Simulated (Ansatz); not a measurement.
## Single-point calculation of SiH5Cl2OF

System: SiH5Cl2OF.
Method: RKS PBE0-D4/def2-TZVPP (Ansatz 0.2.0).

The geometry is the reactant side of a reaction. The reaction was set up to form Si1–O7, H6–F9 and Cl2–H8 and to break Si1–Cl2, H6–O7 and H8–F9 (atoms counted from 1 in the order of the input); sticks are drawn by distance alone. The geometry comes from this level: PBE0-D4/def2-TZVP.

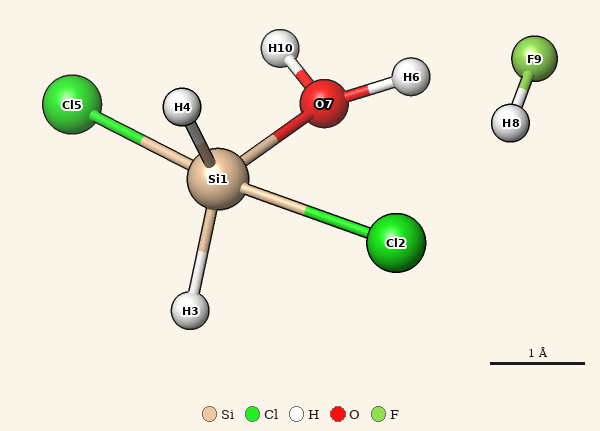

The structure (ball-and-stick view, seen at a tilt; atoms are numbered from 1 in the order of the input).

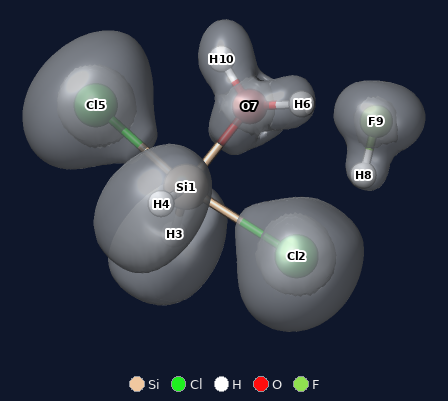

Isosurface of the ELF at 0.75 (grey), seen at a tilt. Core shells and regions of very low density are left out. Profiles from the grid: F9···H6 (1.50 Å): the ELF is only about 0.25 between them (a closed-shell contact with the geometry of a hydrogen bond).

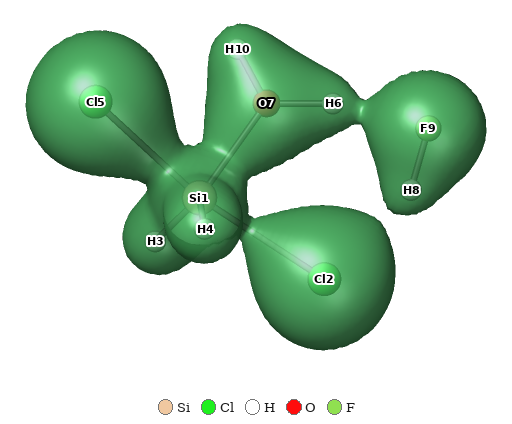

Isosurface of the electron density at 0.4 e/Å³ (green), seen face on. At this value the surface is in one piece. On the grid the lowest density along these lines, outside the cores, is 0.46 e/Å³ (F···H, 1.50 Å), 0.63 e/Å³ (Si–O, 1.80 Å), 0.54 e/Å³ (Si–Cl, 2.18 Å) and 2.4 e/Å³ (O–H, 0.97 Å).

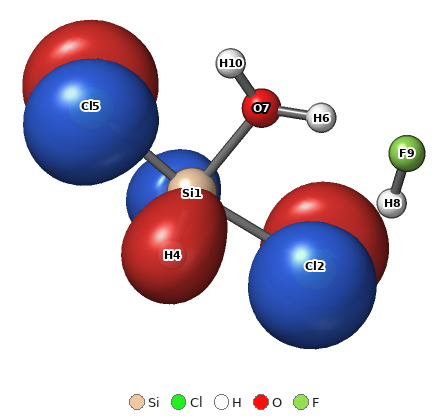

The HOMO at ±0.1 Å⁻³ᐟ² (red and blue are the two phases), seen at a tilt. Its energy is −8.41 eV.

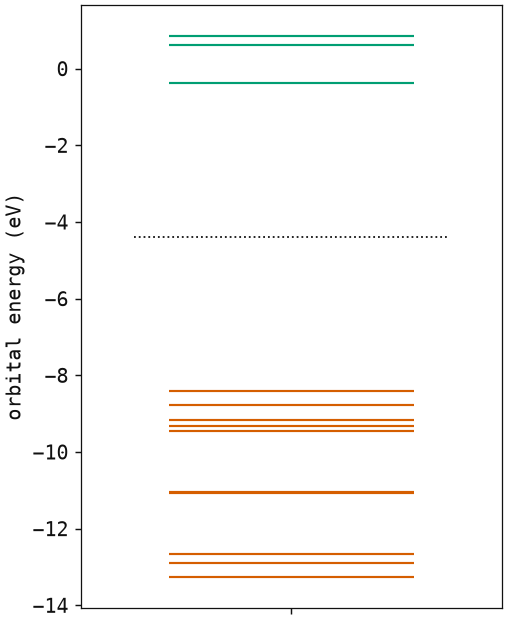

Orbital energies near the frontier; the dotted line parts filled from empty levels, and levels within 0.02 eV of each other stand side by side. Highest filled −8.41 eV, lowest empty −0.38 eV, 8.03 eV apart.

The input and output of the run follow.

Input file:
```yaml
crystal:
  periodic: [false, false, false]
  atoms:
    - {symbol: Si, position_ang: [-0.893854, 0.615210, -0.362220]}
    - {symbol: Cl, position_ang: [-0.753134, -1.622823, -0.931791]}
    - {symbol: H, position_ang: [-1.099277, 0.921849, -1.780473]}
    - {symbol: H, position_ang: [-1.923346, 0.275915, 0.626042]}
    - {symbol: Cl, position_ang: [-0.671507, 2.685313, 0.274542]}
    - {symbol: H, position_ang: [1.207650, -0.459978, 0.461505]}
    - {symbol: O, position_ang: [0.815202, 0.425479, 0.177994]}
    - {symbol: H, position_ang: [0.716245, -2.128903, 0.152700]}
    - {symbol: F, position_ang: [1.488842, -1.915080, 0.706108]}
    - {symbol: H, position_ang: [1.113379, 1.203218, 0.675494]}
basis:
  gaussian: {orbitals: def2-TZVPP}
hamiltonian: {xc: pbe0, dispersion: d4}
output: {orbitals: {seedname: orbitals}}
```

Launch command:
```bash
ansatz run in.yaml --threads 8 --pin off --events-out ev --progress --plain --max-ram 19148MiB
```

Log:
```
Functional definition: PBE0
  name "PBE0"
  cite "Adamo & Barone, J. Chem. Phys. 110, 6158 (1999) doi:10.1063/1.478522"
  cite "Perdew, Burke & Ernzerhof, Phys. Rev. Lett. 77, 3865 (1996) doi:10.1103/PhysRevLett.77.3865"
  parent pbe
  parameter a = 0.25
  parameter kappa = 0.804
  parameter beta = 0.06672455060314922
  exchange = (1 - a)*pbe_x(kappa = kappa, mu = beta*pi^2/3) + a*exact_x
  correlation = pbe_c(beta = beta)
1543 factors; their error is unknown
mean field evaluation 1: about -37754.5020 eV, gradient 4.9e1 eV
mean field evaluation 2: about -37752.1484 eV, gradient 6.4e1 eV
mean field evaluation 4: about -37758.0239 eV, gradient 1.9e0 eV
mean field evaluation 8: about -37758.0285 eV, gradient 3.2e-2 eV
mean field evaluation 16: about -37758.1248 eV, gradient 3.5e-5 eV
mean field -37758.12475841 eV, -1387.5854914952 hartree, gradient 3.5e-5 eV, S^2 0.000000; 0 other end points of the search recorded, 0 dependent functions left out
reference -37758.12478742 eV, -1387.5854925613 hartree; 35, 35 occupied and 223, 223 virtual orbitals, 1543 factors
Total energy: -37758.32513401 eV, -1387.5928551629 hartree
```

Results in brief:

| quantity | value |
| --- | --- |
| outcome | converged |
| total energy | −37758.3251 eV |
| mean-field energy | −37758.1248 eV |
| dispersion energy | −0.2003 eV |
| SCF solution under orbital rotations | stable |
| HOMO | −8.41 eV |
| LUMO | −0.38 eV |
| hardware | 8 threads of Intel Xeon @ 2.80GHz, 23 GiB of memory available, shared host |
| wall time | 1.8 s (CPU time 11 s) |
| peak memory | 0.8 GiB |
